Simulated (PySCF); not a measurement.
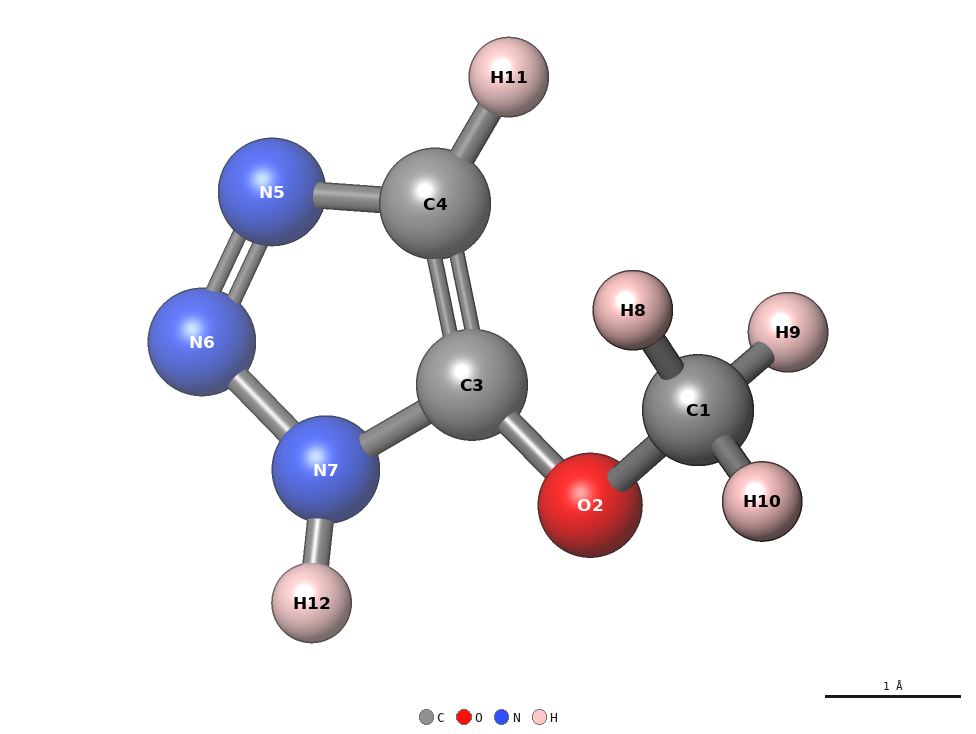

Orthographic view. Distant atoms are faded towards the background colour. Geometry: a frame of a GFN2-xTB molecular-dynamics simulation, not a minimum.

Write a MOL file (V2000) with the atoms in numerical order, bonds sorted by atom number with the orders drawn, and coordinates in the frame of the picture: x right, y up, z towards the viewer, origin at the mean position.

```
C3H5N3O
                    3D

 12 12  0  0  0  0  0  0  0  0999 V2000
    1.4700   -0.3700    1.0400 C   0  0  0  0  0  0  0  0  0  0  0  0
    0.6700   -1.0700    0.0900 O   0  0  0  0  0  0  0  0  0  0  0  0
   -0.2100   -0.1800   -0.3400 C   0  0  0  0  0  0  0  0  0  0  0  0
   -0.4800    1.1700   -0.4000 C   0  0  0  0  0  0  0  0  0  0  0  0
   -1.7000    1.2600   -1.0100 N   0  0  0  0  0  0  0  0  0  0  0  0
   -2.2200    0.1400   -1.2300 N   0  0  0  0  0  0  0  0  0  0  0  0
   -1.3000   -0.8100   -0.9000 N   0  0  0  0  0  0  0  0  0  0  0  0
    0.9900    0.3800    1.5600 H   0  0  0  0  0  0  0  0  0  0  0  0
    2.1500    0.2100    0.4500 H   0  0  0  0  0  0  0  0  0  0  0  0
    1.9500   -1.0500    1.6900 H   0  0  0  0  0  0  0  0  0  0  0  0
    0.0700    2.1100   -0.2300 H   0  0  0  0  0  0  0  0  0  0  0  0
   -1.4000   -1.8000   -0.7200 H   0  0  0  0  0  0  0  0  0  0  0  0
  1  2  1  0
  1  8  1  0
  1  9  1  0
  1 10  1  0
  2  3  1  0
  3  4  2  0
  3  7  1  0
  4  5  1  0
  4 11  1  0
  5  6  2  0
  6  7  1  0
  7 12  1  0
M  END
```
